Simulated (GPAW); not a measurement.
# W: optical spectrum from first principles

Aim: the dielectric function of W, and the optical constants that follow from it.

Method: DFT, PBE, plane-wave PAW (GPAW data sets), scalar-relativistic, RPA, optical limit, in GPAW 26.7.0.

### 1. The starting structure

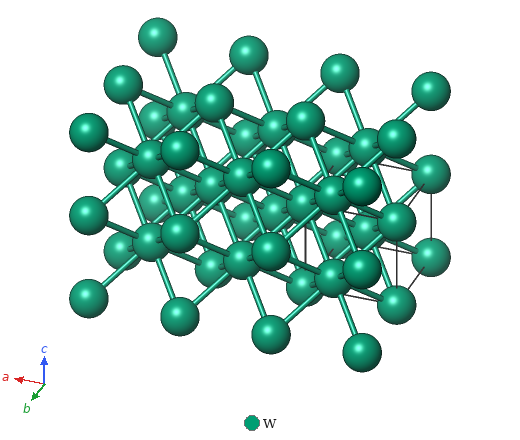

Start, viewed from a free direction; tungsten teal. 3×2×2 cells are drawn. This picture shows the conventional cell, with its axes. Some periodic images of atoms are drawn too.

Coordinates:

```cif
data_structure
_symmetry_space_group_name_H-M 'Im-3m'
_symmetry_Int_Tables_number 229
_cell_length_a 3.1647
_cell_length_b 3.1647
_cell_length_c 3.1647
_cell_angle_alpha 90.000
_cell_angle_beta 90.000
_cell_angle_gamma 90.000
_cell_volume 31.70
loop_
_atom_site_label
_atom_site_type_symbol
_atom_site_symmetry_multiplicity
_atom_site_Wyckoff_symbol
_atom_site_fract_x
_atom_site_fract_y
_atom_site_fract_z
_atom_site_occupancy
W1 W 2 a 0.00000 0.00000 0.00000 1
```

### 2. Dielectric function, RPA

Local fields let the induced charge screen the field inside the cell, which as a rule lowers ε, most along directions where the density is uneven.

Input file df.py:

```python
from gpaw.response.df import DielectricFunction

df = DielectricFunction('full.gpw', frequencies={'type': 'nonlinear', 'domega0': 0.03, 'omega2': 8},
                        ecut=50,
                        eta=0.15,
                        nbands=18,
                        rate=0.05,
                        txt='df.txt')
for direction in ['x']:
    df.get_dielectric_function(xc='RPA', direction=direction, filename=f'df_{direction}.csv')
```

Started as:

```
$ OMP_NUM_THREADS=1 python df.py
```

Numbers of over 12 decimals in the logs are rounded to 6 here.

The program printed:

```text
Using integrator: PointIntegrator
NonLinearFrequencyDescriptor(from 0.000 to 113.258 eV, 551 points)
Nonperiodic BCs:  [False False False]
Using integrator: PointIntegrator
NonLinearFrequencyDescriptor(from 0.000 to 113.258 eV, 551 points)
Nonperiodic BCs:  [False False False]
Using integrator: PointIntegrator

Calculating chi0 body with:
    Ground state adapter containing:
    Number of spins: 1
    Number of kpoints: 10648
    Number of irreducible kpoints: 328
    Number of completely occupied states: 6
    Number of partially occupied states: 9

    Linear response parametrization:
    q_c: [0.0, 0.0, 0.0]
    Number of frequency points: 551
    Planewave cutoff: 50.0
    Number of bands: 18
    Number of planewaves: 13
    Broadening (eta): 0.15

Integrating chi0 body.

Symmetries of q_c:
    Direct symmetries (Uq -> q): 48
    Indirect symmetries (TUq -> q): 0
In total 48 allowed symmetries.

328 groups of equivalent kpoints. 96.919609% reduction.

Integral kind: spectral function

Calculating chi0 optical extensions with:
    Ground state adapter containing:
    Number of spins: 1
    Number of kpoints: 10648
    Number of irreducible kpoints: 328
    Number of completely occupied states: 6
    Number of partially occupied states: 9

    Linear response parametrization:
    Number of frequency points: 551
    Planewave cutoff: 50.0
    Number of bands: 18
    Number of planewaves: 13
    Broadening (eta): 0.15
Integrating chi0 head and wings.

Symmetries of q_c:
    Direct symmetries (Uq -> q): 48
    Indirect symmetries (TUq -> q): 0
In total 48 allowed symmetries.

328 groups of equivalent kpoints. 96.919609% reduction.

Integral kind: spectral function wings

Calculating drude chi0 with:
    Number of frequency points:551
    Plasma frequency decay rate: 0.05 eV

    Ground state adapter containing:
    Number of spins: 1
    Number of kpoints: 10648
    Number of irreducible kpoints: 328
    Number of completely occupied states: 6
    Number of partially occupied states: 9

Symmetries of q_c:
    Direct symmetries (Uq -> q): 48
    Indirect symmetries (TUq -> q): 0
In total 48 allowed symmetries.

328 groups of equivalent kpoints. 96.919609% reduction.

Integral kind: intraband
Plasma frequency:
[[6.34-0.j 0.  +0.j 0.  -0.j]
 [0.  +0.j 6.34-0.j 0.  +0.j]
 [0.  +0.j 0.  -0.j 6.34-0.j]]
```

The job ended after 9.2 s (1 thread of Intel Xeon Platinum 8559C (Emerald Rapids), shared host; peak memory 0.2 GiB).

Read-outs, printed or worked out from the files:

| Item | Value |
| --- | --- |
| main peak of the optical conductivity above 1 eV, first axis | 5.238 eV |

The Im ε, E ∥ x has structure finer than the step of the table below, so its rows give means over 1 eV, whole bins alone (the curve runs from 0.305 to 14.0 eV). Peaks (eV: height): 2.3: 20.1, 5.2: 23.3.

Im ε, E ∥ x against photon energy; means over each step:

```csv
photon energy (eV),"Im ε, E ∥ x"
1,25.2
2,17.6
3,18.1
4,16.3
5,20.0
6,12.1
7,5.58
8,3.64
9,3.38
10,3.90
11,4.02
12,3.11
13,2.50
```

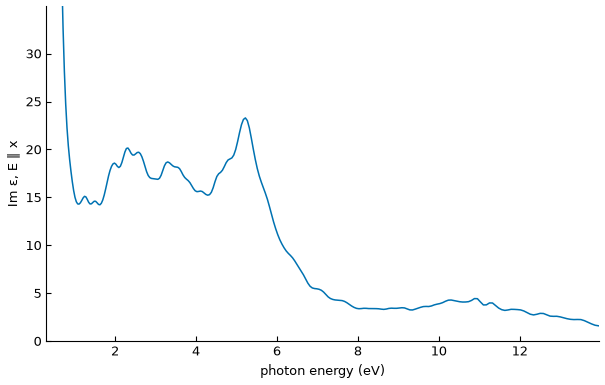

Im ε, E ∥ x, plotted against photon energy. Below 1 eV the curve runs off the scale.

The Re ε, E ∥ x by photon energy:

```csv
photon energy (eV),"Re ε, E ∥ x"
1,-22.5
2,7.94
3,5.85
4,3.05
5,2.58
6,-9.21
7,-5.73
8,-3.21
9,-1.52
10,-0.673
11,-1.80
12,-1.79
13,-1.73
```

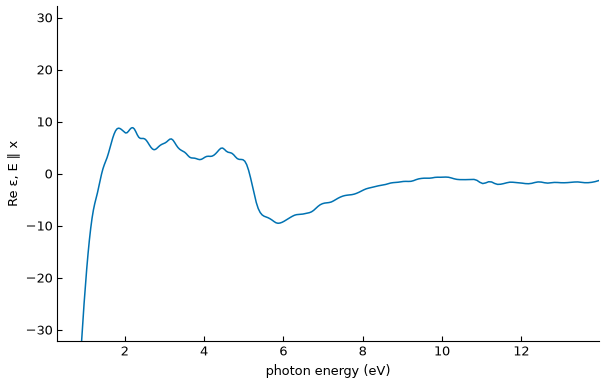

Re ε, E ∥ x against photon energy. Below 1 eV the curve runs off the scale.

Refractive index n and extinction k against photon energy:

```csv
photon energy (eV),n,k
1,1.53,4.98
2,3.75,2.47
3,3.45,2.45
4,3.08,2.54
5,3.40,2.99
6,1.64,3.45
7,1.04,2.61
8,0.855,1.99
9,1.06,1.62
10,1.28,1.52
11,1.18,1.79
12,0.983,1.66
13,0.816,1.55
```

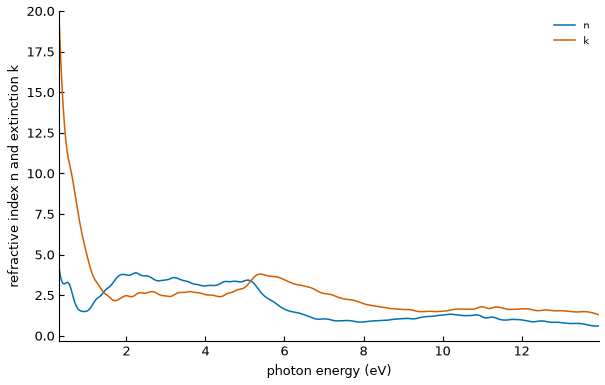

Refractive index n and extinction k against photon energy.

Table of reflectivity at normal incidence, E ∥ x by photon energy; read off at these points:

```csv
photon energy (eV),"reflectivity at normal incidence, E ∥ x (%)"
1.0,80.4
2.0,47.7
3.0,46.6
4.0,46.6
5.0,52.0
6.0,65.2
6.7,65.9
7.0,62.1
8.0,53.7
9.0,38.4
10.0,31.8
11.0,40.6
12.0,41.2
13.0,42.7
13.8,46.4
```

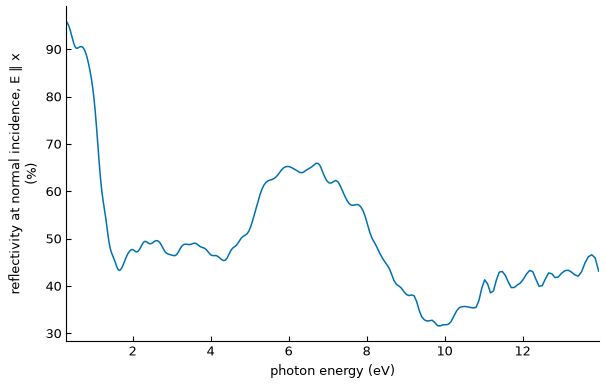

Reflectivity at normal incidence, E ∥ x, plotted against photon energy.

The Im ε, E ∥ x has structure finer than the step of the table below, so its rows give means over 1 eV, whole bins alone (the curve runs from 0.305 to 14.0 eV). Peaks (eV: height): without local fields 2.3: 20.1, 5.2: 23.1; with local fields 2.3: 20.1, 5.2: 23.3.

Table of Im ε, E ∥ x by photon energy; means over each step:

```csv
photon energy (eV),without local fields,with local fields
1,25.2,25.2
2,17.6,17.6
3,18.1,18.1
4,16.3,16.3
5,19.9,20.0
6,12.0,12.1
7,5.53,5.58
8,3.61,3.64
9,3.35,3.38
10,3.85,3.90
11,3.91,4.02
12,3.00,3.11
13,2.42,2.50
```

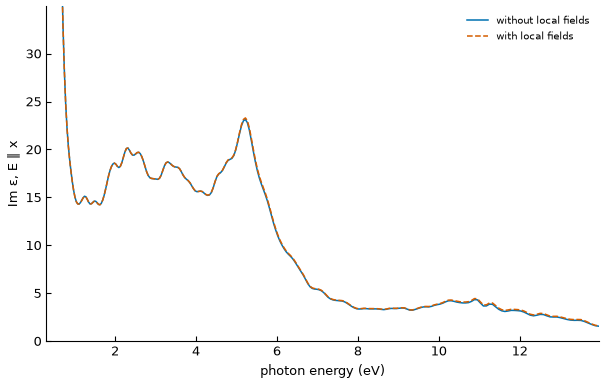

Im ε, E ∥ x, plotted against photon energy. Below 1 eV the curve runs off the scale.

Optical constants at common wavelengths, from n + ik = √ε:

```csv
wavelength (nm),n,k,R (%),1/α
1064,2.00,3.642,64.0,23 nm
800,2.98,2.429,45.2,26 nm
633,3.77,2.453,47.6,21 nm
532,3.79,2.651,49.4,16 nm
405,3.47,2.432,46.4,13 nm
248,3.39,2.990,51.9,6.6 nm
193,1.36,3.110,64.3,4.9 nm
```

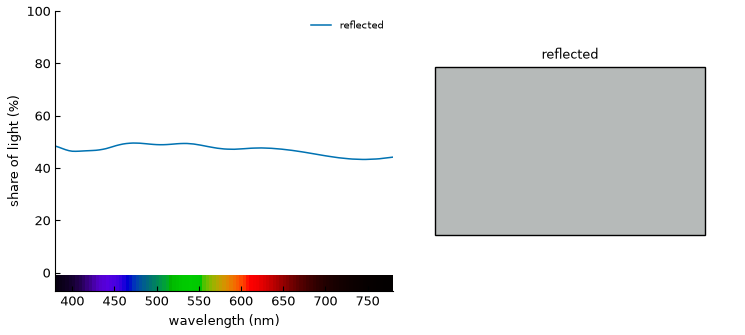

Light reflected across the visible range, with the colour that it makes of daylight (sRGB).

A polished face would reflect 48 % of daylight and look light grey (CIE x = 0.310, y = 0.330 under D65).

### 3. Outcome

- main peak of the optical conductivity above 1 eV, first axis: 5.24 eV

In words: At this level (PBE, RPA) W is a metal; it reflects 49 % at 550 nm. A polished face would reflect 48 % of daylight and look light grey (CIE x = 0.310, y = 0.330 under D65). The carriers' damping of 0.05 eV is typed, not computed; it shapes the response at the lowest energies. Spin-orbit coupling is left out although heavy atoms are present. The sum runs over mesh points, so small or evenly spaced maxima can still be ripples of the mesh. In this version of GPAW the matrix elements of the optical limit are incomplete, which can lower ε − 1 by up to a tenth where first-row anions or d states rule, and shift it by more in d metals. GPAW's carrier term has the form −ωp²/(ω + i·rate)², which damps like twice the rate and fails at low energy, so the curves leave the lowest energies out.

[Machine, clock and banner lines and Python warnings are left out of the logs.]

[Logs are printed without paths, hosts, clocks, repeated set-up lines and the standing remarks that a program may print on its own settings, such as how far it seeks lower states.]

[Hosts, paths, dates, database ids (printed as entryN), source tags and the programs' standing remarks are cut or masked in the printed files.]
